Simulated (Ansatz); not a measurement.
**One shape, several levels: [NO2]+ (SMILES O=[N+]=O)**

Wanted: a comparison of 6 runs (UHF/STO-3G, B3LYP/STO-3G, PBE/STO-3G, PBE0/STO-3G, UPBE/STO-3G, UMP2/STO-3G) of [NO2]+. 

The calculation is run with Ansatz 0.2.0.

9 further runs of the same task are left out: 8 that didn't finish, 1 set aside as unsound or not needed.

## 1. Starting point

The species is [NO2]+ (3 atoms), meant as a singlet with charge +1. SMILES: `O=[N+]=O`. The N2–O1 distance was set to 1.363 Å, away from the relaxed value.

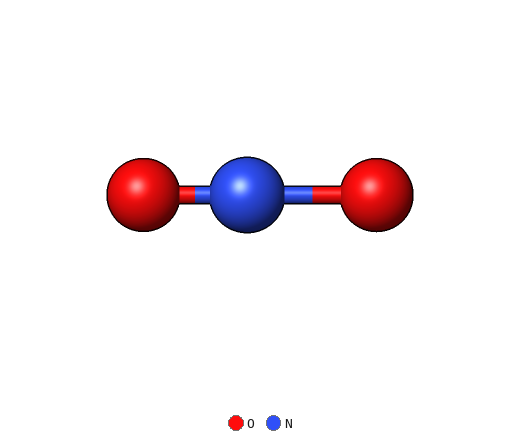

Viewed from a chosen angle; oxygen red, nitrogen blue.

## 2. A single-point energy at UHF/STO-3G (run 1)

File in.yaml:

```yaml
crystal:
  periodic: [false, false, false]
  atoms:
    - {symbol: O, position_ang: [-0.703980, 1.138961, -0.257494]}
    - {symbol: N, position_ang: [-0.000010, -0.000010, -0.000000]}
    - {symbol: O, position_ang: [0.563210, -0.911180, 0.206000]}
basis:
  gaussian:
    orbitals: STO-3G
accuracy: high
total_charge: 1
magnetization:
  spin_polarized: true
hamiltonian:
  xc: hf
```

Run with:

```
ansatz run in.yaml --threads 1 --pin off --max-ram 2610MiB --events-out events.jsonl --progress --plain --runs-dir runs
```

The log of the run:

```text
Warning: RAYON_NUM_THREADS=1 ignored (pool sized by the plan → 1); use --threads N
Functional definition: HF
  name "HF"
  exchange = exact_x
  correlation = 0
249 factors; integrals over basis functions are off by at most 3.5e-8 eV
mean field evaluation 1: about -5461.5072 eV, gradient 3.2e1 eV
mean field evaluation 2: about -5461.5675 eV, gradient 3.2e1 eV
mean field evaluation 4: about -5466.3808 eV, gradient 1.2e1 eV
mean field evaluation 8: about -5467.0963 eV, gradient 4.6e-2 eV
mean field evaluation 16: about -5467.0888 eV, gradient 1.7e-4 eV
mean field evaluation 32: about -5467.1207 eV, gradient 9.8e-1 eV
mean field evaluation 64: about -5468.1069 eV, gradient 4.1e-5 eV
mean field evaluation 96: about -5468.1069 eV, gradient 2.8e-7 eV
mean field evaluation 128: about -5468.1069 eV, gradient 9.5e-9 eV
mean field evaluation 160: about -5468.1067 eV, gradient 7.3e-2 eV
mean field evaluation 192: about -5468.1069 eV, gradient 1.9e-4 eV
mean field evaluation 224: about -5468.1069 eV, gradient 4.7e-6 eV
mean field evaluation 256: about -5468.1069 eV, gradient 3.8e-9 eV
mean field evaluation 288: about -5468.1069 eV, gradient 2.3e-8 eV
mean field evaluation 320: about -5467.5479 eV, gradient 3.5e0 eV
mean field evaluation 352: about -5466.4868 eV, gradient 1.6e0 eV
mean field evaluation 384: about -5468.0871 eV, gradient 1.5e-1 eV
mean field evaluation 416: about -5466.7516 eV, gradient 1.2e0 eV
mean field evaluation 448: about -5468.1069 eV, gradient 2.7e-8 eV
mean field -5468.10686765 eV, -200.9492209703 hartree, gradient 3.7e-8 eV, S^2 0.807704; 11 other end points of the search recorded, 0 dependent functions left out
reference -5468.10686765 eV, -200.9492209703 hartree; 11, 11 occupied and 4, 4 virtual orbitals, 249 factors
Total energy: -5468.10686765 eV, -200.9492209703 hartree
```

Run time: 1 s. Hardware: 1 thread of Arm Neoverse V2, shared host.

## 3. A single-point energy at B3LYP/STO-3G (run 2)

Changes to in.yaml since step 2:

```diff
@@ -9,7 +9,5 @@
     orbitals: STO-3G
+total_charge: 1
+hamiltonian:
+  xc: {name: B3LYP}
 accuracy: high
-total_charge: 1
-magnetization:
-  spin_polarized: true
-hamiltonian:
-  xc: hf
```

Run with:

```
ansatz run in.yaml --threads 1 --pin off --max-ram 2610MiB --events-out events.jsonl --progress --plain --runs-dir runs
```

The log of the run:

```text
Warning: RAYON_NUM_THREADS=1 ignored (pool sized by the plan → 1); use --threads N
Functional definition: B3LYP
  name "B3LYP"
  parameter a0 = 0.2
  parameter ax = 0.72
  parameter ac = 0.81
  exchange = (1 - a0 - ax)*slater_x + ax*b88_x + a0*exact_x
  correlation = (1 - ac)*vwn_rpa_c + ac*lyp_c
249 factors; integrals over basis functions are off by at most 3.5e-8 eV
mean field evaluation 1: about -5490.0568 eV, gradient 3.6e1 eV
mean field evaluation 2: about -5410.0811 eV, gradient 1.5e2 eV
mean field evaluation 4: about -5492.7574 eV, gradient 1.9e1 eV
mean field evaluation 8: about -5493.7145 eV, gradient 1.8e-2 eV
mean field evaluation 16: about -5493.6812 eV, gradient 7.8e-5 eV
mean field -5493.68117263 eV, -201.8890593432 hartree, gradient 9.9e-8 eV, S^2 0.000000; 0 other end points of the search recorded, 0 dependent functions left out
reference -5493.68118778 eV, -201.8890599002 hartree; 11, 11 occupied and 4, 4 virtual orbitals, 249 factors
Total energy: -5493.68118778 eV, -201.8890599002 hartree
```

Wall time 0.54 s (1 thread of Arm Neoverse V2, shared host).

Runs 3 to 4 aren't shown in full; the table further down has their settings and results.

## 4. A single-point energy at UPBE/STO-3G (run 5)

File molecule.yaml:

```yaml
crystal:
  periodic: [false, false, false]
  atoms:
    - {symbol: O, position_ang: [-0.703980, 1.138961, -0.257494]}
    - {symbol: N, position_ang: [-0.000010, -0.000010, -0.000000]}
    - {symbol: O, position_ang: [0.563210, -0.911180, 0.206000]}
basis:
  gaussian: {orbitals: STO-3G}
total_charge: 1
magnetization: {spin_polarized: true, initial_magnetization: 0}
hamiltonian: {xc: {name: PBE}}
accuracy: high
```

Run with:

```
ansatz run molecule.yaml --threads 1 --pin off --max-ram 2610MiB --events-out events.jsonl --progress --plain --runs-dir runs
```

The log of the run:

```text
Warning: RAYON_NUM_THREADS=1 ignored (pool sized by the plan → 1); use --threads N
Functional definition: PBE
  name "PBE"
  parameter kappa = 0.804
  parameter beta = 0.06672455060314922
  exchange = pbe_x(kappa = kappa, mu = beta*pi^2/3)
  correlation = pbe_c(beta = beta)
249 factors; integrals over basis functions are off by at most 3.5e-8 eV
mean field evaluation 1: about -5486.8691 eV, gradient 2.2e1 eV
mean field evaluation 2: about -5384.8576 eV, gradient 1.1e2 eV
mean field evaluation 4: about -5483.7697 eV, gradient 3.3e1 eV
mean field evaluation 8: about -5489.6648 eV, gradient 1.8e-1 eV
mean field -5489.66509926 eV, -201.7414713692 hartree, gradient 4.6e-8 eV, S^2 0.000000; 0 other end points of the search recorded, 0 dependent functions left out
reference -5489.66509999 eV, -201.7414713959 hartree; 11, 11 occupied and 4, 4 virtual orbitals, 249 factors
Total energy: -5489.66509999 eV, -201.7414713959 hartree
```

It took 0.93 s on 1 thread of Arm Neoverse V2, shared host; peak memory 0.1 GiB.

## 5. The energy at UMP2/STO-3G (run 6)

File run.yaml:

```yaml
crystal:
  periodic: [false, false, false]
  atoms:
    - {symbol: O, position_ang: [-0.703980, 1.138961, -0.257494]}
    - {symbol: N, position_ang: [-0.000010, -0.000010, -0.000000]}
    - {symbol: O, position_ang: [0.563210, -0.911180, 0.206000]}
basis:
  gaussian: {orbitals: STO-3G}
total_charge: 1
magnetization: {spin_polarized: true}
correlation: {method: mp2, frozen_orbitals: {"N": 1, O: 1}}
accuracy: high
```

Run with:

```
ansatz run run.yaml --threads 1 --pin off --max-ram 2610MiB --events-out events.jsonl --progress --plain --runs-dir runs
```

The log of the run, shortened:

```text
Warning: RAYON_NUM_THREADS=1 ignored (pool sized by the plan → 1); use --threads N
[... 2 set-up lines as earlier in the session ...]
[...]
249 factors; integrals over basis functions are off by at most 3.5e-8 eV
[...]
mean field -5468.10686765 eV, -200.9492209703 hartree, gradient 3.7e-8 eV, S^2 0.807704; 17 other end points of the search recorded, 0 dependent functions left out
3 core orbitals not correlated: weight in the atoms' cores, before any rotation towards them, 1.000 or more for the frozen orbitals, at most 0.000 for the correlated occupied ones
reference -5468.10686765 eV, -200.9492209703 hartree; 8, 8 occupied and 4, 4 virtual orbitals, 249 factors
second order -4.54941936 eV of doubles, -0.00000000 eV of singles
Total energy: -5472.65628701 eV, -201.1164090479 hartree
```

Run time: 1.1 s. Hardware: 1 thread of Arm Neoverse V2, shared host.

## 6. Overview of the runs

| run | level | frozen core orbitals | energy (Eh) | wall time |
| --- | --- | --- | --- | --- |
| 1 | UHF/STO-3G | – | -200.949221 | 1 s |
| 2 | B3LYP/STO-3G | – | -201.889060 | 0.54 s |
| 3 | PBE/STO-3G | – | -201.741471 | 0.56 s |
| 4 | PBE0/STO-3G | – | -201.720771 | 0.54 s |
| 5 | UPBE/STO-3G | – | -201.741471 | 0.93 s |
| 6 | UMP2/STO-3G | 3 | -201.116409 | 1.1 s |

## 7. Summary of results

```
                                          quantity          value
                               run 6: total energy  -201.11641 Eh
run 6: correlation energy (3 core orbitals frozen)     -167.2 mEh
          run 6: ⟨S²⟩ of the reference determinant          0.808
```

What this shows: Totals of different functionals can't be ranked against each other. In runs 1, 2, 3, 4, 5, 6 the basis is minimal, so the values are rough. Spin contamination of the reference: run 1 ⟨S²⟩ = 0.81, run 6 ⟨S²⟩ = 0.81. Where it is this large, the reference is a mixture of spin states, and values that rest on it are in doubt. All runs together took 4.7 s, the longest 1.1 s.
